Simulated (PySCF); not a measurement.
Input file:

```
{"job": {"kind": "nmr", "xc": "PBE0", "basis": "pcSseg-1"}, "charge": 0, "multiplicity": 1}
C     -2.274289     1.603756    -0.746247
C     -1.541800     0.803875     0.003888
C     -0.743715    -0.354551    -0.527991
C     -1.193987    -1.653558     0.154298
C      0.701948    -0.111298    -0.242749
C      1.760833     0.009007    -1.073112
Si     3.079592     0.292391     0.258232
C      1.334600     0.070983     1.090473
O      0.850774     0.069012     2.195331
H     -2.348889     1.471662    -1.814189
H     -2.836397     2.421071    -0.326969
H     -1.474447     0.948193     1.073447
H     -0.890306    -0.437234    -1.611575
H     -2.252423    -1.822567    -0.030978
H     -0.629031    -2.500245    -0.231298
H     -1.033594    -1.584549     1.227217
H      1.724054    -0.058412    -2.149289
H      4.060466    -0.771771     0.448373
H      3.696810     1.613485     0.310841
```

Launched as:

```sh
OMP_NUM_THREADS=1 python probes_run.py task.json out
```

Geometry: GFN2-xTB.

All numbers below come from PBE0/pcSseg-1, SCF density, gas phase, non-relativistic in PySCF 2.14.0.

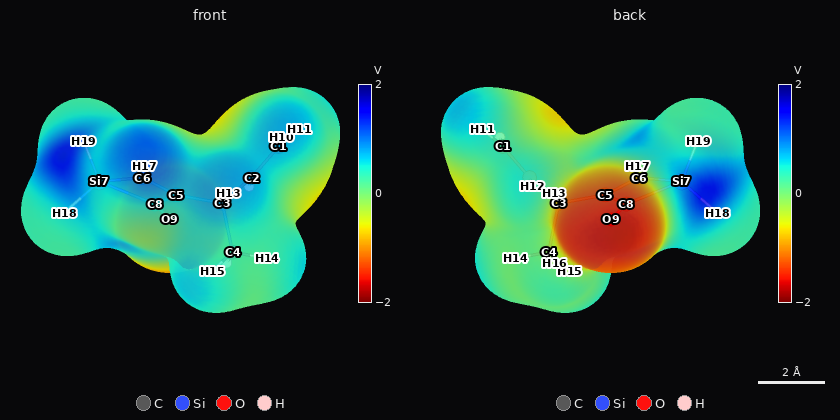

C7H10OSi (SMILES C=C[C@H](C)C1=C[SiH2]C1=O). The molecular electrostatic potential painted on the density surface at 0.002 e/bohr³, seen from the front and from behind; red is negative and blue positive.

### Describe the electrostatic potential map.

The most negative region (about −1.7 V) lies over O9, the most positive (about +1.5 V) over Si7. O9 is the likeliest acceptor of a hydrogen bond.

### What dipole moment does the calculation give?

Its dipole moment is 2.84 D.
